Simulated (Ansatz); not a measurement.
# WC, response to strain

The reference is WC (space group P-6m2, No. 187; a = 2.9127 Å, c = 2.8354 Å; relaxed with 0.1 eV smearing). Axes: x lies along a and z along c of the hexagonal cell.

Strains are applied to the cell and any free atomic positions relax; under biaxial strain the out-of-plane vector relaxes too.

Method: Ansatz (an electronic-structure program) r2SCAN, without spin-orbit coupling.

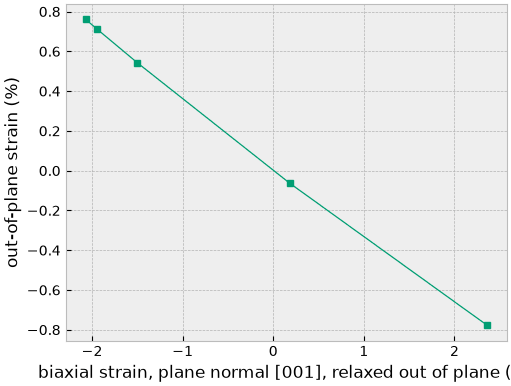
Fig. 1. Out-of-plane strain against biaxial strain, plane normal [001], relaxed out of plane

**Question.** From the plot, what is the out-of-plane strain for biaxial strain −1.50 %, plane normal [001], relaxed out of plane?

**Answer.** About 0.5 %.

**Question.** Is the trend monotonic over the range shown?

**Answer.** Yes, it falls throughout, spanning -0.78 % to +0.76 %.

Stability against distortions was not tested. The final runs are not spin-polarised.
